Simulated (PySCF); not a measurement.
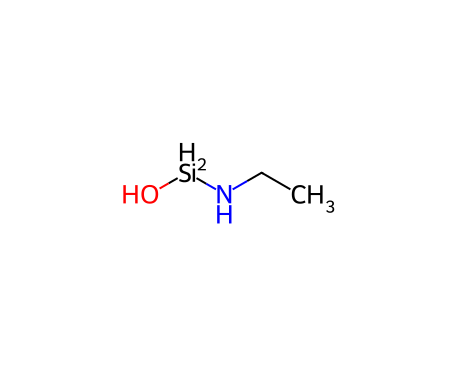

The computed structure is the end point of a GFN2-xTB optimisation. No frequency run is at hand to confirm it as a minimum. Level of theory: ωB97X-D/def2-SVPD, gas phase (PySCF 2.14.0). Excitations: vertical, linear response.

Q: What is the mean static polarisability?

A: 63.1 bohr³.

Q: What is the lowest vertical singlet excitation?

A: 6.48 eV.

Q: What is the brightest of the 8 lowest singlets?

A: 8.14 eV.

Q: Estimate the LUMO energy (Kohn–Sham orbital).

A: 1.98 eV.

The geometry is semi-empirical. Around Si such bond lengths and angles can be off by a tenth of an ångström or more and by several degrees, and values that hang on the shape move with them.
